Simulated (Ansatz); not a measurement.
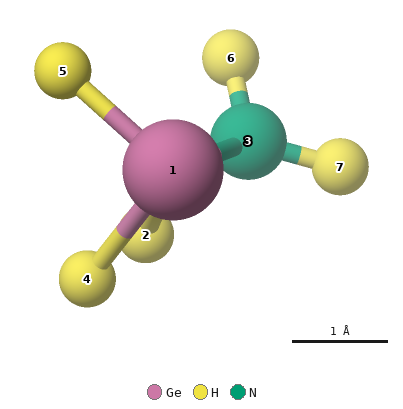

**Figure 1.** The structure (ball-and-stick view, seen at a tilt; atoms are numbered from 1 in the order of the input). Sticks mark near contacts. Bond lengths as drawn: Ge–H 1.59 to 1.86 Å, Ge–N 2.01 Å and H–N 1.01 Å.

**GeNH₅: single-point calculation**

GeNH₅, computed with RKS PBE0-D4/def2-TZVPP (Ansatz 0.2.0).

The geometry is a transition state. The geometry comes from this level: PBE0-D4/def2-TZVP.

The input:
```yaml
crystal:
  periodic: [false, false, false]
  atoms:
    - {symbol: Ge, position_ang: [0.092879, -0.951985, 0.910778]}
    - {symbol: H, position_ang: [-0.855946, 0.433472, 0.117551]}
    - {symbol: N, position_ang: [0.150727, -0.002931, -0.854676]}
    - {symbol: H, position_ang: [-1.259930, 0.311299, 0.972170]}
    - {symbol: H, position_ang: [1.015377, 0.170406, 1.562647]}
    - {symbol: H, position_ang: [0.937883, 0.598144, -1.043738]}
    - {symbol: H, position_ang: [-0.080990, -0.558306, -1.664632]}
basis:
  gaussian: {orbitals: def2-TZVPP}
hamiltonian: {xc: pbe0, dispersion: d4}
output: {orbitals: {seedname: orbitals}}
```

Machine: 2 threads of Arm Neoverse V1, 23 GiB of memory available, shared host.

Command:
```bash
ansatz run in.yaml --threads 2 --pin off --events-out ev --progress --plain --max-ram 4352MiB
```

The program's output:
```
Functional definition: PBE0
  name "PBE0"
  cite "Adamo & Barone, J. Chem. Phys. 110, 6158 (1999) doi:10.1063/1.478522"
  cite "Perdew, Burke & Ernzerhof, Phys. Rev. Lett. 77, 3865 (1996) doi:10.1103/PhysRevLett.77.3865"
  parent pbe
  parameter a = 0.25
  parameter kappa = 0.804
  parameter beta = 0.06672455060314922
  exchange = (1 - a)*pbe_x(kappa = kappa, mu = beta*pi^2/3) + a*exact_x
  correlation = pbe_c(beta = beta)
851 factors; their error is unknown
mean field evaluation 1: about -58072.5612 eV, gradient 5.9e1 eV
mean field evaluation 2: about -58055.7863 eV, gradient 9.8e1 eV
mean field evaluation 4: about -58079.0918 eV, gradient 2.7e0 eV
mean field evaluation 8: about -58079.1118 eV, gradient 4.4e-2 eV
mean field evaluation 16: about -58079.3854 eV, gradient 4.7e-5 eV
mean field -58079.38539626 eV, -2134.3780456913 hartree, gradient 4.7e-5 eV, S^2 0.000000; 0 other end points of the search recorded, 0 dependent functions left out
reference -58079.38541944 eV, -2134.3780465432 hartree; 22, 22 occupied and 127, 127 virtual orbitals, 851 factors
Total energy: -58079.46370885 eV, -2134.3809236257 hartree
```

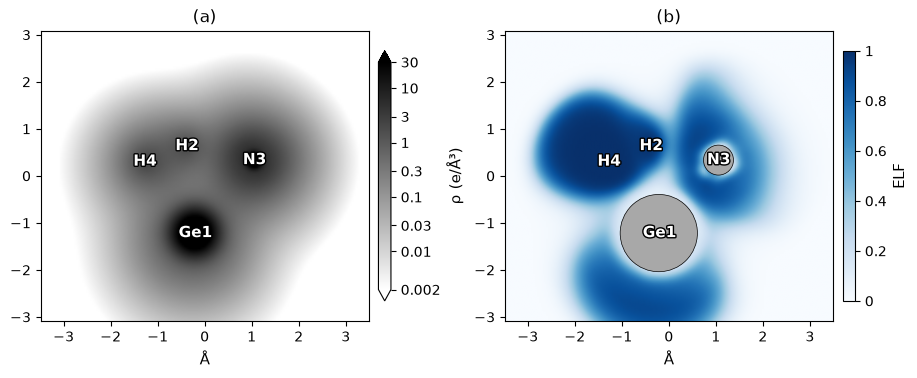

**Figure 2.** (a) electron density; (b) electron localisation function on the plane of atoms H2, Ge1 and H4. Grey discs, where drawn, cover atomic cores. The plane passes through Ge, H and N nuclei. Ge–N (2.01 Å): ρ is about 0.7 e/Å³ halfway; the ELF peaks at about 0.90 in the valence shell of N, 0.7 Å from its nucleus, and is about 0.50 at the midpoint.

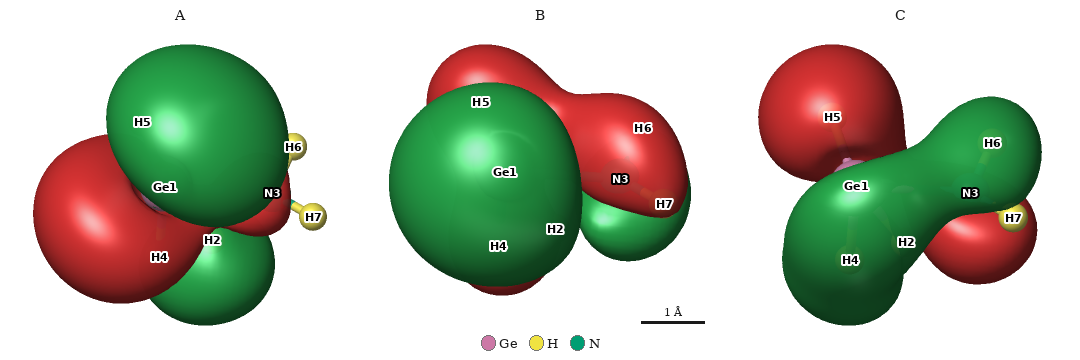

**Figure 3.** Three frontier orbitals at ±0.08 Å⁻³ᐟ² (green and red are the two phases). C is the HOMO−1 (−7.68 eV). Its weight (Hirshfeld) is mainly on N3 (35 %), Ge1 (30 %), H5 (20 %) and H4 (10 %). B is the HOMO (−6.36 eV). It lies mainly on Ge1 (55 %), N3 (20 %) and H5 (10 %). A is the LUMO (−1.07 eV). Its weight (Hirshfeld) is mainly on Ge1 (65 %) and H2 (10 %). The HOMO–LUMO gap is 5.29 eV between the orbital energies.

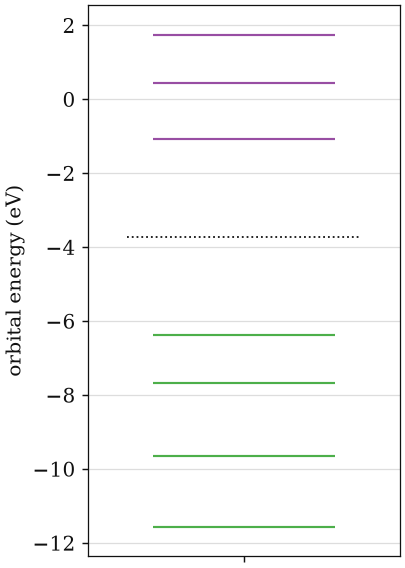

**Figure 4.** Orbital energies near the frontier; the dotted line parts filled from empty levels, and levels within 0.02 eV of each other stand side by side. Highest filled −6.36 eV, lowest empty −1.07 eV, 5.29 eV apart.

Key numbers:

| quantity | value |
| --- | --- |
| outcome | converged |
| total energy | −58079.4637 eV |
| mean-field energy | −58079.3854 eV |
| dispersion energy | −0.0783 eV |
| SCF solution under orbital rotations | stable |
| HOMO | −6.36 eV |
| LUMO | −1.07 eV |
| wall time | 1.6 s (CPU time 3.2 s) |
| peak memory | 0.26 GiB |
